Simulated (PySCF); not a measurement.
**BF (SMILES [B]F): CAM-B3LYP/def2-TZVPPD**

What is the energy change on altering one bond length of BF at CAM-B3LYP/def2-TZVPPD? The job is set up through a Python script.

The calculation is run with PySCF 2.14.0.

5 further runs of the same task are left out: 5 set aside as unsound or not needed.

## (1) The structure to begin with

BF: 2 atoms, total charge 0, spin state singlet. As SMILES, `[B]F`. The coordinates come from a GFN2-xTB relaxation.

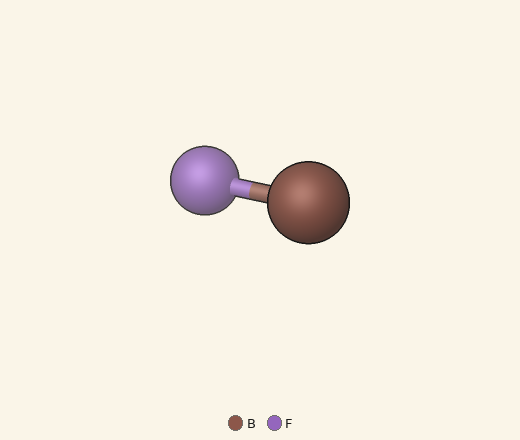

Viewed from a chosen angle; boron brown, fluorine purple.

## (2) The energy at CAM-B3LYP/def2-TZVPPD

Contents of job.py:

```python
from pyscf import gto, dft

mol = gto.Mole()
mol.atom = '''
B      0.000000     0.000000     0.000000
F      0.000000     0.000000     2.351556
'''
mol.basis = 'def2-tzvppd'
mol.max_memory = 1860
mol.charge = 0
mol.spin = 0
mol.unit = 'bohr'
mol.verbose = 3
mol.build()

mf = dft.RKS(mol)
mf.xc = 'cam-b3lyp'
mf.conv_tol = 1e-10
mf.grids.level = 5
mf.kernel()
if not mf.converged:
    mf = mf.newton().run(mf.mo_coeff, mf.mo_occ)

e_final = mf.e_tot
print('E = %.10f Eh' % e_final)
```

Run with:

```console
OMP_NUM_THREADS=1 python job.py
```

Log:

```text
converged SCF energy = -124.67813145472
E = -124.6781314547 Eh
```

Wall time 5.4 s (1 thread of Arm Neoverse V2, shared host); peak memory 0.35 GiB.

## (3) The distorted shape, same level

Contents of mol.xyz:

```xyz
2

B      0.000000     0.000000    -0.186610
F      0.000000     0.000000     1.244390
```

Contents of run.py:

```python
from pyscf import gto, dft

mol = gto.M(
    atom='mol.xyz',
    verbose=3,
    max_memory=1860,
    basis='def2-tzvppd',
)

calc0 = dft.RKS(mol)
calc0.xc = 'cam-b3lyp'
calc0.conv_tol = 1e-10
calc0.grids.level = 5
calc0.kernel()
if not calc0.converged:
    calc0 = calc0.newton().run(calc0.mo_coeff, calc0.mo_occ)

energy = calc0.e_tot
print('E = %.10f Eh' % energy)
```

Run with:

```console
OMP_NUM_THREADS=1 python run.py
```

Log:

```text
converged SCF energy = -124.659249914659
E = -124.6592499147 Eh
```

Wall time 5.7 s (1 thread of Arm Neoverse V2, shared host); peak memory 0.35 GiB.

## (4) What came out

At CAM-B3LYP/def2-TZVPPD:

```
                                                         quantity          value
                                        first shape: total energy  -124.67813 Eh
                                       first shape: dipole moment         1.06 D
                                         first shape: HOMO energy       -9.43 eV
                                         first shape: LUMO energy        0.11 eV
                                       first shape: HOMO–LUMO gap        9.55 eV
                                    distorted shape: total energy  -124.65925 Eh
                                   distorted shape: dipole moment         0.03 D
                                     distorted shape: HOMO energy      -10.04 eV
                                     distorted shape: LUMO energy       -0.67 eV
                                   distorted shape: HOMO–LUMO gap        9.37 eV
energy change with the B1–F2 bond stretched from 1.244 to 1.431 Å       0.514 eV
```

What this shows: With the B1–F2 bond stretched from 1.244 to 1.431 Å the energy rises by 0.51 eV (11.8 kcal/mol). The first shape isn't relaxed at this level, so the change isn't measured from a minimum.
